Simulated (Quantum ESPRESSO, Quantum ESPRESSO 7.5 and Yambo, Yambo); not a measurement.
## SiC (P6_3mc): G0W0 with Yambo, start to end

How does a plane-wave GW calculation on SiC (P6_3mc) run from the first input to the gap?

Method: PBE and many-body steps on it, plane waves, in Quantum ESPRESSO 7.5 and Yambo 5.3.0.

**What was measured.**

- Gap 3.285 eV: band gap at low temperature, quoted from earlier experiments; bulk crystal (quoted in “Excitation properties of the divacancy in 4H-SiC”, 2018, arxiv:1804.01167).

- Gap 3.26 eV: band gap at cryogenic temperature; bulk crystal (literature value) (quoted in “Silicon carbide diodes for neutron detection”, 2020, arxiv:2009.14696).

- Gap 3.2 eV: experimental band gap quoted from earlier work; bulk crystal (quoted in “Local vibrational modes of Si vacancy spin qubits in SiC”, 2020, arxiv:2002.00067).

### Step 1. Starting point

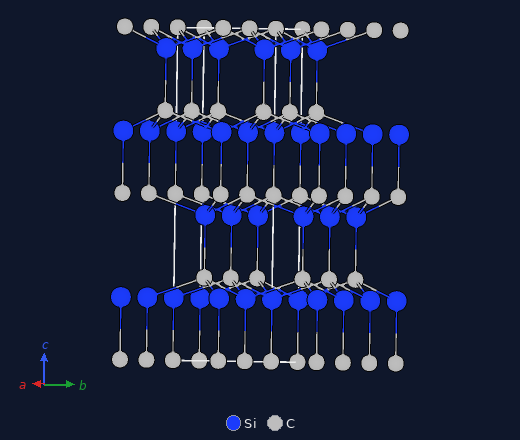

The cell as given, slightly off an axis (silicon blue, carbon light grey). 3×2×1 cells are drawn. Bonds to atoms that aren't drawn are left out. Some periodic images of atoms are drawn too.

Coordinates:

```cif
data_structure
_symmetry_space_group_name_H-M 'P 1'
_symmetry_Int_Tables_number 1
_cell_length_a 3.0757
_cell_length_b 3.0757
_cell_length_c 10.0706
_cell_angle_alpha 90.000
_cell_angle_beta 90.000
_cell_angle_gamma 120.000
_cell_volume 82.50
loop_
_atom_site_label
_atom_site_type_symbol
_atom_site_fract_x
_atom_site_fract_y
_atom_site_fract_z
_atom_site_occupancy
Si1 Si 0.66667 0.33333 0.93784 1
Si2 Si 0.33333 0.66667 0.43784 1
Si3 Si 0.00000 0.00000 0.68789 1
Si4 Si 0.00000 0.00000 0.18789 1
C5 C 0.66667 0.33333 0.74980 1
C6 C 0.33333 0.66667 0.24980 1
C7 C 0.00000 0.00000 0.50046 1
C8 C 0.00000 0.00000 0.00046 1
```

The cell and positions are those that the Materials Project relaxed with its own functionals (PBE, PBE+U or r2SCAN), kept fixed.

### Step 2. Ground state

This step: Quantum ESPRESSO 7.5; DFT, PBE, plane waves, norm-conserving pseudopotentials.

The ground-state density comes first.

The input, pw.in:

```
&control
  calculation = 'scf'
  prefix = 'x'
  outdir = 'o'
  pseudo_dir = 'pseudo'
/
&system
  ibrav = 0
  nat = 8
  ntyp = 2
  ecutwfc = 74.0
  nbnd = 24
  force_symmorphic = .true.
/
&electrons
  conv_thr = 1e-10
  electron_maxstep = 80
  mixing_beta = 0.5
/
ATOMIC_SPECIES
  Si 28.085 Si.upf
  C 12.011 C.upf
CELL_PARAMETERS angstrom
  3.0756941497 -0.0000000000 0.0000000000
  -1.5378470748 2.6636292679 0.0000000000
  0.0000000000 0.0000000000 10.0706464800
ATOMIC_POSITIONS crystal
  Si 0.6666666667 0.3333333333 0.9378419800
  Si 0.3333333333 0.6666666667 0.4378419800
  Si 0.0000000000 0.0000000000 0.6878943800
  Si 0.0000000000 0.0000000000 0.1878943800
  C 0.6666666667 0.3333333333 0.7498025900
  C 0.3333333333 0.6666666667 0.2498025900
  C 0.0000000000 0.0000000000 0.5004600500
  C 0.0000000000 0.0000000000 0.0004600500
K_POINTS automatic
  6 6 2 0 0 0
```

The run is started by

```sh
> OMP_NUM_THREADS=1 mpirun -n 4 pw.x -nk 4 -in pw.in > pw.out
```

The log of the run:

```text
Program PWSCF v.7.5 starts

     This program is part of the open-source Quantum ESPRESSO suite
     for quantum simulation of materials; please cite
         "P. Giannozzi et al., J. Phys.:Condens. Matter 21 395502 (2009);
         "P. Giannozzi et al., J. Phys.:Condens. Matter 29 465901 (2017);
         "P. Giannozzi et al., J. Chem. Phys. 152 154105 (2020);
     in publications or presentations arising from this work. More details at
     Message from routine setup:
     using ibrav=0 with symmetry is DISCOURAGED, use correct ibrav instead

     G-vector sticks info

     bravais-lattice index     =            0
     lattice parameter (alat)  =       5.8122  a.u.
     unit-cell volume          =     556.7637 (a.u.)^3
     number of atoms/cell      =            8
     number of atomic types    =            2
     number of electrons       =        32.00
     number of Kohn-Sham states=           24
     kinetic-energy cutoff     =      74.0000  Ry
     charge density cutoff     =     296.0000  Ry
     scf convergence threshold =      1.0E-10
     mixing beta               =       0.5000
     number of iterations used =            8  plain     mixing
     Exchange-correlation= PBE
                           (   1   4   3   4   0   0   0)

     celldm(1)=   5.812220  celldm(2)=   0.000000  celldm(3)=   0.000000
     celldm(4)=   0.000000  celldm(5)=   0.000000  celldm(6)=   0.000000

     crystal axes: (cart. coord. in units of alat)
               a(1) = (   1.000000  -0.000000   0.000000 )
               a(2) = (  -0.500000   0.866025   0.000000 )
               a(3) = (   0.000000   0.000000   3.274268 )

     reciprocal axes: (cart. coord. in units 2 pi/alat)
               b(1) = (  1.000000  0.577350 -0.000000 )
               b(2) = (  0.000000  1.154701 -0.000000 )
               b(3) = ( -0.000000 -0.000000  0.305412 )
     Pseudo is Norm-conserving + core correction, Zval =  4.0
     Generated using ONCVPSP code by D. R. Hamann
     Using radial grid of 1510 points,  6 beta functions with:
     Pseudo is Norm-conserving + core correction, Zval =  4.0
     Generated using ONCVPSP code by D. R. Hamann
     Using radial grid of 1248 points,  4 beta functions with:
     Si                4.00    28.08500     Si( 1.00)
     C                 4.00    12.01100     C ( 1.00)

      6 Sym. Ops. (no inversion) found

   Cartesian axes

     site n.     atom                  positions (alat units)
         1        Si     tau(   1) = (   0.5000000   0.2886751   3.0707458  )
         2        Si     tau(   2) = (  -0.0000000   0.5773503   1.4336119  )
         3        Si     tau(   3) = (   0.0000000   0.0000000   2.2523505  )
         4        Si     tau(   4) = (   0.0000000   0.0000000   0.6152165  )
         5        C      tau(   5) = (   0.5000000   0.2886751   2.4550545  )
         6        C      tau(   6) = (  -0.0000000   0.5773503   0.8179206  )
         7        C      tau(   7) = (   0.0000000   0.0000000   1.6386403  )
         8        C      tau(   8) = (   0.0000000   0.0000000   0.0015063  )

     number of k points=    14
                       cart. coord. in units 2pi/alat
        k(    1) = (   0.0000000   0.0000000   0.0000000), wk =   0.0277778
        k(    2) = (   0.0000000   0.0000000  -0.1527059), wk =   0.0277778
        k(    3) = (   0.0000000   0.1924501   0.0000000), wk =   0.1666667
        k(    4) = (   0.0000000   0.1924501  -0.1527059), wk =   0.1666667
        k(    5) = (   0.0000000   0.3849002   0.0000000), wk =   0.1666667
        k(    6) = (   0.0000000   0.3849002  -0.1527059), wk =   0.1666667
        k(    7) = (   0.0000000  -0.5773503   0.0000000), wk =   0.0833333
        k(    8) = (   0.0000000  -0.5773503  -0.1527059), wk =   0.0833333
        k(    9) = (   0.1666667   0.2886751   0.0000000), wk =   0.1666667
        k(   10) = (   0.1666667   0.2886751  -0.1527059), wk =   0.1666667
        k(   11) = (   0.1666667   0.4811252   0.0000000), wk =   0.3333333
        k(   12) = (   0.1666667   0.4811252  -0.1527059), wk =   0.3333333
        k(   13) = (   0.3333333   0.5773503   0.0000000), wk =   0.0555556
        k(   14) = (   0.3333333   0.5773503  -0.1527059), wk =   0.0555556

     Dense  grid:    47781 G-vectors     FFT dimensions: (  32,  32, 108)

     Initial potential from superposition of free atoms

     starting charge      31.9974, renormalised to      32.0000
     Starting wfcs are   32 randomized atomic wfcs

     per-process dynamical memory:    44.0 Mb

     Self-consistent Calculation

     iteration #  1     ecut=    74.00 Ry     beta= 0.50

     total energy              =     -81.73755223 Ry
     estimated scf accuracy    <       1.73497666 Ry

     iteration #  2     ecut=    74.00 Ry     beta= 0.50

     total energy              =     -82.15226645 Ry
     estimated scf accuracy    <       0.07190896 Ry

     iteration #  3     ecut=    74.00 Ry     beta= 0.50

     total energy              =     -82.15527948 Ry
     estimated scf accuracy    <       0.01468537 Ry

     iteration #  4     ecut=    74.00 Ry     beta= 0.50

     total energy              =     -82.15706115 Ry
     estimated scf accuracy    <       0.00520743 Ry

     iteration #  5     ecut=    74.00 Ry     beta= 0.50

     total energy              =     -82.15746158 Ry
     estimated scf accuracy    <       0.00029696 Ry

     iteration #  6     ecut=    74.00 Ry     beta= 0.50

     total energy              =     -82.15765044 Ry
     estimated scf accuracy    <       0.00016914 Ry

     iteration #  7     ecut=    74.00 Ry     beta= 0.50

     total energy              =     -82.15761648 Ry
     estimated scf accuracy    <       0.00007073 Ry

     iteration #  8     ecut=    74.00 Ry     beta= 0.50

     total energy              =     -82.15763615 Ry
     estimated scf accuracy    <       0.00000197 Ry

     iteration #  9     ecut=    74.00 Ry     beta= 0.50

     total energy              =     -82.15763593 Ry
     estimated scf accuracy    <       0.00000086 Ry

     iteration # 10     ecut=    74.00 Ry     beta= 0.50

     total energy              =     -82.15763607 Ry
     estimated scf accuracy    <       0.00000004 Ry

     iteration # 11     ecut=    74.00 Ry     beta= 0.50

     total energy              =     -82.15763606 Ry
     estimated scf accuracy    <       0.00000003 Ry

     iteration # 12     ecut=    74.00 Ry     beta= 0.50

     total energy              =     -82.15763607 Ry
     estimated scf accuracy    <          3.1E-09 Ry

     iteration # 13     ecut=    74.00 Ry     beta= 0.50

     total energy              =     -82.15763607 Ry
     estimated scf accuracy    <          6.0E-10 Ry

     iteration # 14     ecut=    74.00 Ry     beta= 0.50

     End of self-consistent calculation

          k = 0.0000 0.0000 0.0000 (  5975 PWs)   bands (ev):

    -5.9065  -4.7274  -4.6903  -2.3298   0.9692   5.2136   5.2542   8.4176
     8.4176   8.8798   8.8798   9.0221   9.0221   9.5541   9.6070   9.6070
    14.7181  15.2976  15.9184  15.9433  16.6000  16.6000  16.6246  17.0213

          k = 0.0000 0.0000-0.1527 (  5896 PWs)   bands (ev):

    -5.6014  -5.6014  -3.3509  -3.3509   2.4825   2.4825   8.0588   8.0588
     8.5617   8.5617   8.5618   8.5618   9.4003   9.4003   9.4003   9.4003
    14.9266  14.9266  16.3900  16.3900  16.6895  16.6895  16.6895  16.6895

          k = 0.0000 0.1925 0.0000 (  5970 PWs)   bands (ev):

    -5.4260  -4.2640  -4.2245  -1.9306   1.4042   5.2303   5.2968   6.3075
     7.1679   7.3173   7.6842   8.0758   8.3790   8.4405   9.2205   9.3602
    14.3922  15.0788  15.3568  16.4259  16.7646  17.0710  17.2053  17.3011

          k = 0.0000 0.1925-0.1527 (  5966 PWs)   bands (ev):

     [... further k-points ...]

     highest occupied, lowest unoccupied level (ev):     9.6070   11.8350

!    total energy              =     -82.15763607 Ry
     estimated scf accuracy    <          9.2E-11 Ry

     The total energy is the sum of the following terms:
     one-electron contribution =      22.45812901 Ry
     hartree contribution      =       9.39351775 Ry
     xc contribution           =     -30.25601132 Ry
     ewald contribution        =     -83.75327150 Ry

     convergence has been achieved in  14 iterations

     XML data file, charge density, pseudopotentials, collected wavefunctions

=------------------------------------------------------------------------------=
   JOB DONE.
=------------------------------------------------------------------------------=
```

Wall time 11 s (4 MPI ranks of Arm Neoverse V2, shared host); peak memory 0.36 GiB.

This step gave:

| Item | Value |
| --- | --- |
| total energy | -1117.8116 eV |
| gap | 2.228 eV |
| k of the valence top | 0, 0, 0 |
| k of the conduction bottom | 0, -0.5, 0 |
| least direct gap | 3.353 eV |

The gap is indirect, with the least direct gap 1.13 eV higher.

### Step 3. Bands along the symmetry lines

The cheap functional maps the bands first; the places of the edges decide which points the dearer methods must see.

The input, pw.in:

```
&control
  calculation = 'bands'
  prefix = 'x'
  outdir = 'o'
  pseudo_dir = 'pseudo'
/
&system
  ibrav = 0
  nat = 8
  ntyp = 2
  ecutwfc = 74.0
  nbnd = 22
  force_symmorphic = .true.
/
&electrons
  conv_thr = 1e-9
  electron_maxstep = 80
  diago_full_acc = .true.
  diago_thr_init = 5e-6
/
ATOMIC_SPECIES
  Si 28.085 Si.upf
  C 12.011 C.upf
CELL_PARAMETERS angstrom
  3.0756941497 -0.0000000000 0.0000000000
  -1.5378470748 2.6636292679 0.0000000000
  0.0000000000 0.0000000000 10.0706464800
ATOMIC_POSITIONS crystal
  Si 0.6666666667 0.3333333333 0.9378419800
  Si 0.3333333333 0.6666666667 0.4378419800
  Si 0.0000000000 0.0000000000 0.6878943800
  Si 0.0000000000 0.0000000000 0.1878943800
  C 0.6666666667 0.3333333333 0.7498025900
  C 0.3333333333 0.6666666667 0.2498025900
  C 0.0000000000 0.0000000000 0.5004600500
  C 0.0000000000 0.0000000000 0.0004600500
K_POINTS crystal
  75
  0.00000000 0.00000000 0.00000000 1
  0.06250000 0.00000000 0.00000000 1
  0.12500000 0.00000000 0.00000000 1
  0.18750000 0.00000000 0.00000000 1
  0.25000000 0.00000000 0.00000000 1
  0.31250000 0.00000000 0.00000000 1
  0.37500000 0.00000000 0.00000000 1
  0.43750000 0.00000000 0.00000000 1
  0.50000000 0.00000000 0.00000000 1
  0.47916667 0.04166667 0.00000000 1
  0.45833333 0.08333333 0.00000000 1
  0.43750000 0.12500000 0.00000000 1
  0.41666666 0.16666666 0.00000000 1
  0.39583333 0.20833333 0.00000000 1
  0.37500000 0.25000000 0.00000000 1
  0.35416666 0.29166666 0.00000000 1
  0.33333333 0.33333333 0.00000000 1
  0.29166666 0.29166666 0.00000000 1
  0.25000000 0.25000000 0.00000000 1
  0.20833333 0.20833333 0.00000000 1
  0.16666666 0.16666666 0.00000000 1
  0.12500000 0.12500000 0.00000000 1
  0.08333333 0.08333333 0.00000000 1
  0.04166667 0.04166667 0.00000000 1
  0.00000000 0.00000000 0.00000000 1
  0.00000000 0.00000000 0.06250000 1
  0.00000000 0.00000000 0.12500000 1
  0.00000000 0.00000000 0.18750000 1
  0.00000000 0.00000000 0.25000000 1
  0.00000000 0.00000000 0.31250000 1
  0.00000000 0.00000000 0.37500000 1
  0.00000000 0.00000000 0.43750000 1
  0.00000000 0.00000000 0.50000000 1
  0.06250000 0.00000000 0.50000000 1
  0.12500000 0.00000000 0.50000000 1
  0.18750000 0.00000000 0.50000000 1
  0.25000000 0.00000000 0.50000000 1
  0.31250000 0.00000000 0.50000000 1
  0.37500000 0.00000000 0.50000000 1
  0.43750000 0.00000000 0.50000000 1
  0.50000000 0.00000000 0.50000000 1
  0.47916667 0.04166667 0.50000000 1
  0.45833333 0.08333333 0.50000000 1
  0.43750000 0.12500000 0.50000000 1
  0.41666666 0.16666666 0.50000000 1
  0.39583333 0.20833333 0.50000000 1
  0.37500000 0.25000000 0.50000000 1
  0.35416666 0.29166666 0.50000000 1
  0.33333333 0.33333333 0.50000000 1
  0.29166666 0.29166666 0.50000000 1
  0.25000000 0.25000000 0.50000000 1
  0.20833333 0.20833333 0.50000000 1
  0.16666666 0.16666666 0.50000000 1
  0.12500000 0.12500000 0.50000000 1
  0.08333333 0.08333333 0.50000000 1
  0.04166667 0.04166667 0.50000000 1
  0.00000000 0.00000000 0.50000000 1
  0.50000000 0.00000000 0.50000000 1
  0.50000000 0.00000000 0.43750000 1
  0.50000000 0.00000000 0.37500000 1
  0.50000000 0.00000000 0.31250000 1
  0.50000000 0.00000000 0.25000000 1
  0.50000000 0.00000000 0.18750000 1
  0.50000000 0.00000000 0.12500000 1
  0.50000000 0.00000000 0.06250000 1
  0.50000000 0.00000000 0.00000000 1
  0.33333333 0.33333333 0.50000000 1
  0.33333333 0.33333333 0.43750000 1
  0.33333333 0.33333333 0.37500000 1
  0.33333333 0.33333333 0.31250000 1
  0.33333333 0.33333333 0.25000000 1
  0.33333333 0.33333333 0.18750000 1
  0.33333333 0.33333333 0.12500000 1
  0.33333333 0.33333333 0.06250000 1
  0.33333333 0.33333333 0.00000000 1
```

The log of the run:

```text
[banner, memory and clock lines left out]
Program PWSCF v.7.5 starts

     Atomic positions and unit cell read from directory:
     o/x.save/

     Message from routine setup:
     using ibrav=0 with symmetry is DISCOURAGED, use correct ibrav instead

     G-vector sticks info

     bravais-lattice index     =            0
     lattice parameter (alat)  =       5.8122  a.u.
     unit-cell volume          =     556.7637 (a.u.)^3
     number of atoms/cell      =            8
     number of atomic types    =            2
     number of electrons       =        32.00
     number of Kohn-Sham states=           22
     kinetic-energy cutoff     =      74.0000  Ry
     charge density cutoff     =     296.0000  Ry
     Exchange-correlation= PBE
                           (   1   4   3   4   0   0   0)

     celldm(1)=   5.812220  celldm(2)=   0.000000  celldm(3)=   0.000000
     celldm(4)=   0.000000  celldm(5)=   0.000000  celldm(6)=   0.000000

     crystal axes: (cart. coord. in units of alat)
               a(1) = (   1.000000  -0.000000   0.000000 )
               a(2) = (  -0.500000   0.866025   0.000000 )
               a(3) = (   0.000000   0.000000   3.274268 )

     reciprocal axes: (cart. coord. in units 2 pi/alat)
               b(1) = (  1.000000  0.577350 -0.000000 )
               b(2) = (  0.000000  1.154701 -0.000000 )
               b(3) = ( -0.000000 -0.000000  0.305412 )
     Pseudo is Norm-conserving + core correction, Zval =  4.0
     Generated using ONCVPSP code by D. R. Hamann
     Using radial grid of 1510 points,  6 beta functions with:
     Pseudo is Norm-conserving + core correction, Zval =  4.0
     Generated using ONCVPSP code by D. R. Hamann
     Using radial grid of 1248 points,  4 beta functions with:
     Si                4.00    28.08500     Si( 1.00)
     C                 4.00    12.01100     C ( 1.00)

      6 Sym. Ops. (no inversion) found

   Cartesian axes

     site n.     atom                  positions (alat units)
         1        Si     tau(   1) = (   0.5000000   0.2886751   3.0707458  )
         2        Si     tau(   2) = (  -0.0000000   0.5773503   1.4336119  )
         3        Si     tau(   3) = (   0.0000000   0.0000000   2.2523505  )
         4        Si     tau(   4) = (   0.0000000   0.0000000   0.6152165  )
         5        C      tau(   5) = (   0.5000000   0.2886751   2.4550545  )
         6        C      tau(   6) = (  -0.0000000   0.5773503   0.8179206  )
         7        C      tau(   7) = (   0.0000000   0.0000000   1.6386403  )
         8        C      tau(   8) = (   0.0000000   0.0000000   0.0015063  )

     number of k points=    75
                       cart. coord. in units 2pi/alat
        k(    1) = (   0.0000000   0.0000000   0.0000000), wk =   0.0266667
        k(    2) = (   0.0625000   0.0360844   0.0000000), wk =   0.0266667
        k(    3) = (   0.1250000   0.0721688   0.0000000), wk =   0.0266667
[...]
[... 63 further rows ...]
        k(   74) = (   0.3333333   0.5773503   0.0190882), wk =   0.0266667
        k(   75) = (   0.3333333   0.5773503   0.0000000), wk =   0.0266667

     Dense  grid:    47781 G-vectors     FFT dimensions: (  32,  32, 108)

     The potential is recalculated from file :
     o/x.save/charge-density

     Starting wfcs are   32 randomized atomic wfcs

     Band Structure Calculation

     End of band structure calculation

          k = 0.0000 0.0000 0.0000 (  5975 PWs)   bands (ev):

    -5.9065  -4.7273  -4.6903  -2.3297   0.9692   5.2137   5.2542   8.4176
     8.4176   8.8798   8.8798   9.0222   9.0222   9.5542   9.6071   9.6071
    14.7181  15.2976  15.9184  15.9434  16.6001  16.6001

          k = 0.0625 0.0361 0.0000 (  5951 PWs)   bands (ev):

    -5.8385  -4.6615  -4.6242  -2.2721   1.0319   5.2367   5.2784   8.0142
[...]
14.9601  15.5146  15.9334  16.0470  16.4558  16.5661

          k = 0.1250 0.0722 0.0000 (  5952 PWs)   bands (ev):

[...]
14.8744  15.5374  15.6319  16.3074  16.5596  16.8568

[...]
k = 0.3333 0.5774 0.0191 (  6009 PWs)   bands (ev):

[...]
13.5457  13.5457  14.8309  15.2601  15.2601  18.4598

          k = 0.3333 0.5774 0.0000 (  6012 PWs)   bands (ev):

    -1.4310  -1.2200  -1.2200  -1.1344   1.9196   2.3206   2.3206   3.4054
     3.4054   3.4306   5.2216   5.2216   5.6050   6.7305   6.7305   7.9314
    13.5862  13.5862  14.8027  15.2083  15.2083  18.5501

     XML data file, pseudopotentials, collected wavefunctions
```

Wall time 15 s (4 MPI ranks); peak memory 0.3 GiB; 59 s of CPU time.

This step gave:

- gap: 2.228 eV
- k of the valence top: 0, 0, 0
- k of the conduction bottom: 0.5, 0, 0
- least direct gap: 3.353 eV

The gap is 2.228 eV, as in the run before at this level.

The electronic bands at the labelled points (eV, zero at the top of the highest filled band):

| point | band 13 | band 14 | band 15 | band 16 | band 17 | band 18 | band 19 | band 20 |
| --- | --- | --- | --- | --- | --- | --- | --- | --- |
| Γ | -0.58 | -0.05 | 0.00 | 0.00 | 5.11 | 5.69 | 6.31 | 6.34 |
| M | -2.37 | -2.23 | -1.58 | -1.13 | 2.23 | 2.36 | 4.24 | 4.76 |
| K | -4.00 | -2.88 | -2.88 | -1.68 | 3.98 | 3.98 | 5.20 | 5.60 |
| Γ | -0.58 | -0.05 | 0.00 | 0.00 | 5.11 | 5.69 | 6.31 | 6.34 |
| A | -0.21 | -0.21 | -0.21 | -0.21 | 5.32 | 5.32 | 6.78 | 6.78 |
| L | -2.51 | -2.51 | -1.56 | -1.56 | 2.64 | 2.64 | 4.22 | 4.22 |
| H | -2.76 | -2.76 | -2.46 | -2.46 | 3.25 | 3.25 | 6.69 | 6.69 |
| A | -0.21 | -0.21 | -0.21 | -0.21 | 5.32 | 5.32 | 6.78 | 6.78 |
| jump to L | -2.51 | -2.51 | -1.56 | -1.56 | 2.64 | 2.64 | 4.22 | 4.22 |
| M | -2.37 | -2.23 | -1.58 | -1.13 | 2.23 | 2.36 | 4.24 | 4.76 |
| jump to H | -2.76 | -2.76 | -2.46 | -2.46 | 3.25 | 3.25 | 6.69 | 6.69 |
| K | -4.00 | -2.88 | -2.88 | -1.68 | 3.98 | 3.98 | 5.20 | 5.60 |

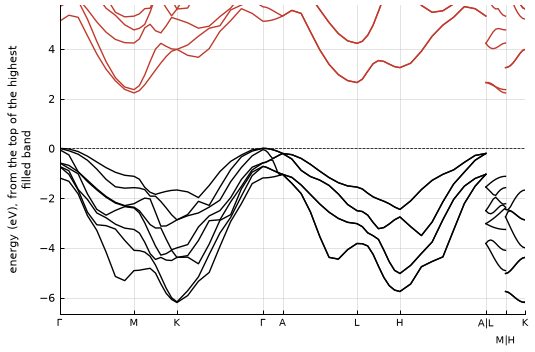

Electronic bands along the path; lines of filled and empty bands in two colours.

(Continued in part 2 of 3.)

[Paths, hosts, dates, memory and timing lines, banners, echoed tables and standing remarks are left out of the program output.]

[Logs are printed without paths, hosts, clocks, repeated set-up lines and the standing remarks that a program may print on its own settings, such as how far it seeks lower states.]

[Runs of the session that timed out or met a known fault of the program may be left out.]

[Hosts, paths, dates, database ids (printed as entryN), source tags and the programs' standing remarks are cut or masked in the printed files.]
